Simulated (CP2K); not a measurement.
**SiCNCl2F (SMILES N#C[Si](F)(Cl)Cl) at B3LYP/6-31G(d) (spherical functions)**

What is the energy change on altering one bond length of SiCNCl2F at B3LYP/6-31G* (spherical functions)? 

The calculation is run with CP2K 2026.2.

10 further runs of the same task are left out: 5 that didn't finish, 5 set aside as unsound or not needed. Runs told in other sessions of the task aren't counted.

## 1. The system as given

SiCNCl2F: 6 atoms, total charge 0, spin state singlet. SMILES: `N#C[Si](F)(Cl)Cl`. The coordinates come from a PBE0-D4/def2-TZVP relaxation.

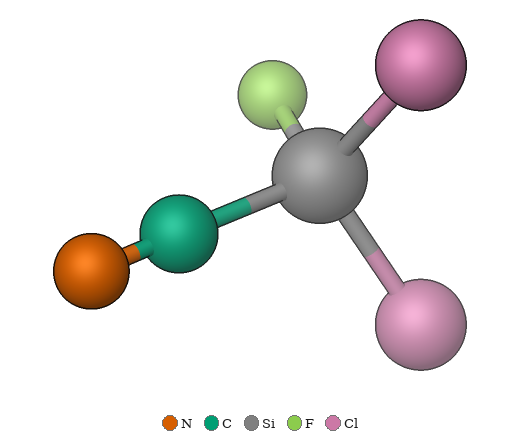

The structure, seen from a chosen angle (nitrogen orange, carbon teal, silicon grey, fluorine green, chlorine pink).

## 2. A single-point energy at B3LYP/6-31G(d) (spherical functions)

calc.inp

```
&FORCE_EVAL
  METHOD QS
  &DFT
    BASIS_SET_FILE_NAME ./6_31gs.basis
    POTENTIAL_FILE_NAME POTENTIAL
    &QS
      METHOD GAPW
      EPS_DEFAULT 1.0E-10
    &END
    &MGRID
      CUTOFF 280
      REL_CUTOFF 50
      NGRIDS 4
    &END
    &POISSON
      PERIODIC NONE
      POISSON_SOLVER MULTIPOLE
    &END
    &SCF
      SCF_GUESS ATOMIC
      EPS_SCF 1.0E-07
      MAX_SCF 100
      ADDED_MOS 5
      &DIAGONALIZATION
        ALGORITHM STANDARD
      &END
      &MIXING
        METHOD DIRECT_P_MIXING
        ALPHA 0.4
      &END
    &END
    &XC
      &XC_FUNCTIONAL
        &HYB_GGA_XC_B3LYP
        &END
      &END
      &HF
        FRACTION 0.2
        &SCREENING
          EPS_SCHWARZ 1.0E-10
        &END
        &MEMORY
          MAX_MEMORY 1050
        &END
      &END
    &END
    &PRINT
      &MOMENTS
        PERIODIC F
        REFERENCE COM
        MAX_MOMENT 1
      &END
      &MO ON
        ENERGIES T
        OCCUPATION_NUMBERS T
        NDIGITS 6
        &EACH
          QS_SCF 0
        &END
        ADD_LAST NUMERIC
      &END
      &LOWDIN ON
      &END
      &HIRSHFELD OFF
      &END
    &END
  &END
  &SUBSYS
    &CELL
      ABC 10.2 9.8 9.9
      PERIODIC NONE
    &END
    &COORD
      N      1.752600    -1.361000     1.114200
      C      0.923100    -0.763300     0.585900
      Si    -0.381900     0.210300    -0.249400
      F     -1.471500    -0.801900    -0.758800
      Cl     0.422900     1.177100    -1.812500
      Cl    -1.203100     1.474700     1.074300
    &END
    &TOPOLOGY
      &CENTER_COORDINATES
      &END
    &END
    &KIND N
      BASIS_SET 6-31Gs
      POTENTIAL ALL
      LEBEDEV_GRID 194
      RADIAL_GRID 100
    &END
    &KIND C
      BASIS_SET 6-31Gs
      POTENTIAL ALL
      LEBEDEV_GRID 194
      RADIAL_GRID 100
    &END
    &KIND Si
      BASIS_SET 6-31Gs
      POTENTIAL ALL
      LEBEDEV_GRID 194
      RADIAL_GRID 100
    &END
    &KIND F
      BASIS_SET 6-31Gs
      POTENTIAL ALL
      LEBEDEV_GRID 194
      RADIAL_GRID 100
    &END
    &KIND Cl
      BASIS_SET 6-31Gs
      POTENTIAL ALL
      LEBEDEV_GRID 194
      RADIAL_GRID 100
    &END
  &END
&END

&GLOBAL
  PROJECT_NAME calc
  RUN_TYPE ENERGY
  PRINT_LEVEL MEDIUM
&END
```

The run is started by

```
$ OMP_NUM_THREADS=1 cp2k.psmp -i calc.inp -o calc.out
```

Log:

```text
CP2K| version string:                                       CP2K version 2026.2
[...]
 GLOBAL| Method name                                                        CP2K
[...]
 GLOBAL| Run type                                                         ENERGY
[...]
 DFT| Spin restricted Kohn-Sham (RKS) calculation                            RKS
 DFT| Multiplicity                                                             1
[...]
 DFT| Charge                                                                   0
[...]
 FUNCTIONAL| HYB_GGA_XC_B3LYP:
[...]
 QS| Method:                                                                GAPW
[...]
 QS| Density cutoff [a.u.]:                                                140.0
[...]
 QS| Relative density cutoff [a.u.]:                                        25.0
[...]
                             - Atoms:                                          6
[...]
                             - Spherical basis functions:                     96
[...]
 Number of electrons:                                                         70
[...]
     1 P_Mix/Diag. 0.40E+00   12.6     0.48656323     -1403.5925283701 -1.40E+03
[...]
    15 DIIS/Diag.  0.22E-06    2.1     0.00000009     -1402.7212188015 -9.09E-13
  *** SCF run converged in    15 steps ***
[...]
  Overlap energy of the core charge distribution:               0.00003081374756
  Self energy of the core charge distribution:               -704.82097308518007
  Core Hamiltonian energy:                                   -712.36817703237944
  Hartree energy:                                             115.40578882967024
  Exchange-correlation energy:                                -16.99799119168516
  Hartree-Fock Exchange energy:                               -19.48725935800601
[...]
                     Mulliken Population Analysis
 #  Atom  Element  Kind  Atomic population                           Net charge
       1     N        1          7.187361                             -0.187361
       2     C        2          5.983885                              0.016115
       3     Si       3         13.219071                              0.780929
       4     F        4          9.322020                             -0.322020
       5     Cl       5         17.143700                             -0.143700
       6     Cl       5         17.143962                             -0.143962
 # Total charge                             70.000000                 -0.000000
[...]
  Dipole moment [Debye]
    X= -0.1169755E+01 Y=  0.1254746E+01 Z= -0.7908417E+00  Total=      1.8889534
 ENERGY| Total FORCE_EVAL ( QS ) energy [hartree]          -1402.721218801503028
[...]
```

Run time: 44 s. Hardware: 1 thread of AMD EPYC 7R32 (Zen 2), shared host; peak memory 0.64 GiB.

## 3. The distorted shape

molecule.inp

```
&GLOBAL
    PROJECT molecule
    RUN_TYPE ENERGY
    PRINT_LEVEL MEDIUM
&END GLOBAL

&FORCE_EVAL
    METHOD QUICKSTEP
    &DFT
        BASIS_SET_FILE_NAME ./6_31gs.basis
        POTENTIAL_FILE_NAME POTENTIAL
        &QS
            METHOD GAPW
            EPS_DEFAULT 1.0E-10
        &END QS
        &MGRID
            CUTOFF 280
            REL_CUTOFF 50
            NGRIDS 4
        &END MGRID
        &POISSON
            PERIODIC NONE
            POISSON_SOLVER MULTIPOLE
        &END POISSON
        &SCF
            SCF_GUESS ATOMIC
            EPS_SCF 1.0E-07
            MAX_SCF 40
            &OT
                MINIMIZER DIIS
                PRECONDITIONER FULL_ALL
            &END OT
            &OUTER_SCF
                EPS_SCF 1.0E-07
                MAX_SCF 10
            &END OUTER_SCF
        &END SCF
        &XC
            &XC_FUNCTIONAL
                &HYB_GGA_XC_B3LYP
                &END HYB_GGA_XC_B3LYP
            &END XC_FUNCTIONAL
            &HF
                FRACTION 0.2
                &SCREENING
                    EPS_SCHWARZ 1.0E-10
                &END SCREENING
                &MEMORY
                    MAX_MEMORY 1050
                &END MEMORY
            &END HF
        &END XC
        &PRINT
            &MOMENTS
                PERIODIC F
                REFERENCE COM
                MAX_MOMENT 1
            &END MOMENTS
            &MO_CUBES
                NLUMO 3
                NHOMO -1
                WRITE_CUBE F
            &END MO_CUBES
            &LOWDIN ON
            &END LOWDIN
            &HIRSHFELD OFF
            &END HIRSHFELD
        &END PRINT
    &END DFT
    &SUBSYS
        &CELL
            ABC 10.2 10.3 11.2
            PERIODIC NONE
        &END CELL
        &COORD
            N      6.712050     3.494240     7.688574
            C      5.882550     4.091940     7.160274
            Si     4.577550     5.065540     6.324974
            F      3.487950     4.053340     5.815574
            Cl     6.026174     6.805760     3.511426
            Cl     3.756350     6.329940     7.648674
        &END COORD
        &KIND N
            BASIS_SET 6-31Gs
            POTENTIAL ALL
            LEBEDEV_GRID 194
            RADIAL_GRID 100
        &END KIND
        &KIND C
            BASIS_SET 6-31Gs
            POTENTIAL ALL
            LEBEDEV_GRID 194
            RADIAL_GRID 100
        &END KIND
        &KIND Si
            BASIS_SET 6-31Gs
            POTENTIAL ALL
            LEBEDEV_GRID 194
            RADIAL_GRID 100
        &END KIND
        &KIND F
            BASIS_SET 6-31Gs
            POTENTIAL ALL
            LEBEDEV_GRID 194
            RADIAL_GRID 100
        &END KIND
        &KIND Cl
            BASIS_SET 6-31Gs
            POTENTIAL ALL
            LEBEDEV_GRID 194
            RADIAL_GRID 100
        &END KIND
    &END SUBSYS
&END FORCE_EVAL
```

The run is started by

```
$ OMP_NUM_THREADS=1 cp2k.psmp -i molecule.inp > molecule.out 2>&1
```

Log:

```text
CP2K| version string:                                       CP2K version 2026.2
[...]
 GLOBAL| Method name                                                        CP2K
[...]
 GLOBAL| Run type                                                         ENERGY
[...]
 DFT| Spin restricted Kohn-Sham (RKS) calculation                            RKS
 DFT| Multiplicity                                                             1
[...]
 DFT| Charge                                                                   0
[...]
 FUNCTIONAL| HYB_GGA_XC_B3LYP:
[...]
 QS| Method:                                                                GAPW
[...]
 QS| Density cutoff [a.u.]:                                                140.0
[...]
 QS| Relative density cutoff [a.u.]:                                        25.0
[...]
                             - Atoms:                                          6
[...]
                             - Spherical basis functions:                     96
[...]
 Number of electrons:                                                         70
[...]
     1 OT DIIS     0.15E+00   12.0     0.41467055     -1332.0614080594 -1.33E+03
[...]
    29 OT DIIS     0.15E+00    2.3     0.00000006     -1402.5685524390 -2.80E-11
  *** SCF run converged in    29 steps ***
[...]
  Overlap energy of the core charge distribution:               0.00003079558862
  Self energy of the core charge distribution:               -704.82097308518007
  Core Hamiltonian energy:                                   -712.70438001751791
  Hartree energy:                                             115.77102792098110
  Exchange-correlation energy:                                -16.86541857581149
  Hartree-Fock Exchange energy:                               -19.43731212531895
[...]
                     Mulliken Population Analysis
 #  Atom  Element  Kind  Atomic population                           Net charge
       1     N        1          7.150101                             -0.150101
       2     C        2          5.967995                              0.032005
       3     Si       3         13.157014                              0.842986
       4     F        4          9.306148                             -0.306148
       5     Cl       5         17.343651                             -0.343651
       6     Cl       5         17.075091                             -0.075091
 # Total charge                             70.000000                  0.000000
[...]
  Dipole moment [Debye]
    X= -0.2961416E+01 Y= -0.1104478E+01 Z=  0.3501118E+01  Total=      4.7167453
[...]
 HOMO - LUMO gap [eV] :    1.771920
 ENERGY| Total FORCE_EVAL ( QS ) energy [hartree]          -1402.568552439033283
[...]
```

Run time: 2.9 min. Hardware: 1 thread of AMD EPYC 7R32 (Zen 2), shared host; peak memory 0.75 GiB.

## 4. Outcome

Level: B3LYP/6-31G* (spherical functions).

| quantity | value |
| --- | --- |
| first shape: total energy | -1402.72122 Eh |
| first shape: dipole moment | 1.89 D |
| first shape: HOMO energy | -9.77 eV |
| first shape: LUMO energy | -1.39 eV |
| first shape: HOMO–LUMO gap | 8.38 eV |
| distorted shape: total energy | -1402.56855 Eh |
| distorted shape: dipole moment | 4.72 D |
| distorted shape: HOMO energy | -7.71 eV |
| distorted shape: LUMO energy | -5.94 eV |
| distorted shape: HOMO–LUMO gap | 1.77 eV |
| energy change with the Si3–Cl5 bond stretched from 2.006 to 3.611 Å | 4.154 eV |

What this shows: One bond (distorted shape) is far stretched, which a spin-restricted single reference describes badly; a broken-symmetry solution may lie lower. With the Si3–Cl5 bond stretched from 2.006 to 3.611 Å the energy rises by 4.15 eV (96 kcal/mol). The first shape isn't relaxed at this level, so the change isn't measured from a minimum. A restricted reference can't describe the breaking bond well at this length.
